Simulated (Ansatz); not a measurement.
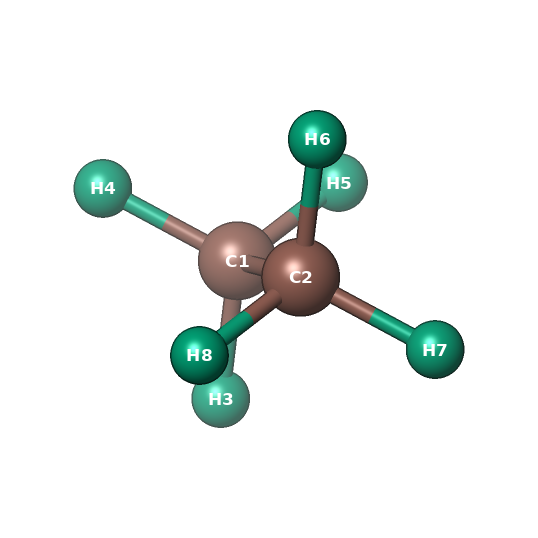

C1 lies behind C2. The molecule seen a little off the C2–C1 bond, C2 in front. Atoms fade into the background with distance from the viewer. The computed structure is the end point of a PBE0-D4/def2-TZVP optimisation. No frequency run is at hand to confirm it as a minimum.

> What is the torsion angle H6–C2–C1–H3? The sign is positive where the front bond must turn clockwise to cover the back bond.

180°, antiperiplanar (anti). The bonds about C2–C1 are staggered.
